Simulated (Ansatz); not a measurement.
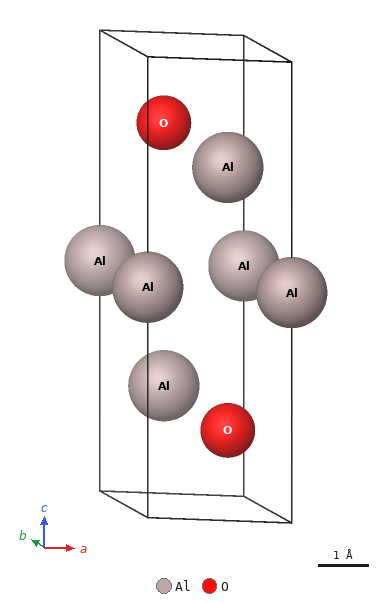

An orthographic spheres-only view of the structure, slightly off an axis. The edges of the simulation cell are marked.

Input used:
```yaml
crystal:
  lattice:
    - [2.9334438615, 0.0, 0.0]
    - [-1.4667219308, 2.5404369047, 0.0]
    - [0.0, 0.0, 9.3929454633]
  atoms:
    - { symbol: Al, position: [0.3333333333, 0.6666666667, 0.2515995286] }
    - { symbol: Al, position: [0.0, 0.0, 0.5] }
    - { symbol: Al, position: [0.6666666667, 0.3333333333, 0.7484004714] }
    - { symbol: O, position: [0.6666666667, 0.3333333333, 0.1778412108] }
    - { symbol: O, position: [0.3333333333, 0.6666666667, 0.8221587892] }
basis:
  ecutwfc: 420
kpoints:
  mp_grid: { grid: [12, 12, 4] }
  band_path:
    path:
      - [[0.0, 0.0, 0.0], [0.5, 0.0, 0.0], [0.33333333, 0.33333333, 0.0], [0.0, 0.0, 0.0], [0.0, 0.0, 0.5], [0.5, 0.0, 0.5], [0.33333333, 0.33333333, 0.5], [0.0, 0.0, 0.5]]
      - [[0.5, 0.0, 0.5], [0.5, 0.0, 0.0]]
      - [[0.33333333, 0.33333333, 0.5], [0.33333333, 0.33333333, 0.0]]
    npoints: 14
hamiltonian:
  xc: pbe
scf:
  occupations: { method: gaussian, width: 0.1 }
  n_extra_bands: 12
output:
  forces: true
  stress: true
  eigenvalues: true
  populations: true
  dos: { projected: true, de: 0.02, nscf_kmesh: { grid: [15, 15, 5] } }
  bader: true
  write_density: true
  write_potential: true
  elf: true
  volumetric_format: npy
```
Run as:
```sh
ansatz run input.yaml --threads 1 --pin off --max-ram 2560MiB --backend cpu --events-out ev --progress --plain --runs-dir out
```

The calculation used DFT PBE, scalar-relativistic, plane waves, PAW in Ansatz 0.2.0, with a 420 eV plane-wave basis, 12×12×4 k-points, Gaussian smearing of 0.1 eV, no spin polarisation.

> How charged are the atoms, by the Bader scheme?

Al -0.52 to +1.99 e; O -1.73 e.

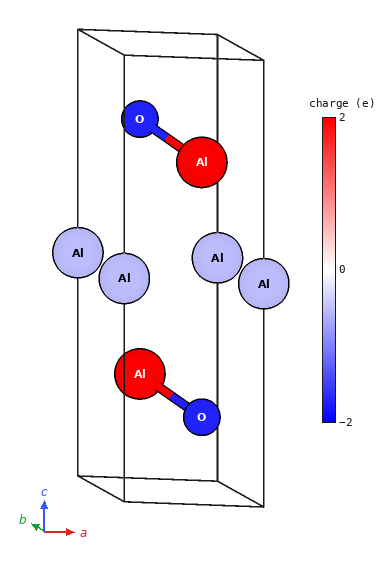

The atoms coloured by those charges.

Starting structure: a structure type filled with these elements by a generator (whether the compound takes this form wasn't checked). Earlier steps of the study may have refined or changed the cell and positions. It was run through Ansatz as a DFT input.
